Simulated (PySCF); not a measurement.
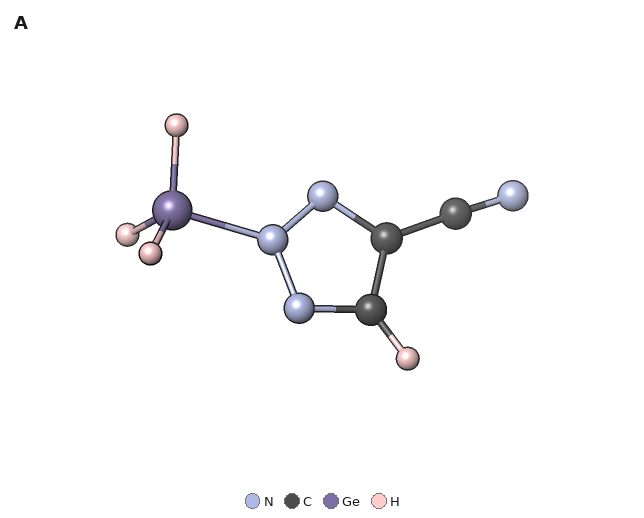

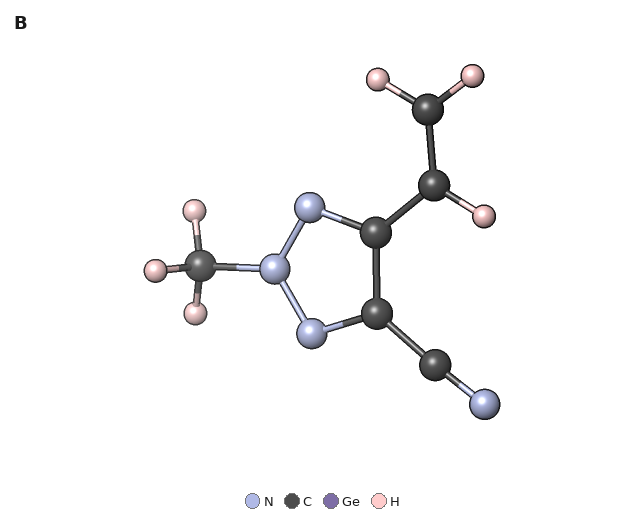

Two related species, optimised with GFN2-xTB; properties computed with PySCF 2.14.0. Both: charge 0, singlet.

> Identify both.

A is C3H4GeN4, B is C6H6N4 (C=Cc1nn(C)nc1C#N).

Compare them. With B3LYP/def2-SVPD: dipole moment (D), HOMO–LUMO gap (eV), HOMO energy (Kohn–Sham orbital) (eV), lowest vertical singlet excitation (eV), mean static polarisability (bohr³).

```tsv
quantity	A	B
dipole moment (D)	5.17	4.92
HOMO–LUMO gap (eV)	6.47	5.42
HOMO energy (Kohn–Sham orbital) (eV)	−8.07	−7.16
lowest vertical singlet excitation (eV)	5.83	5.03
mean static polarisability (bohr³)	88.1	100.9
```

Each is one conformer, and no frequency run is at hand to confirm it as a minimum.

The geometry is semi-empirical. Around Ge such bond lengths and angles can be off by a tenth of an ångström or more and by several degrees, and values that hang on the shape move with them.
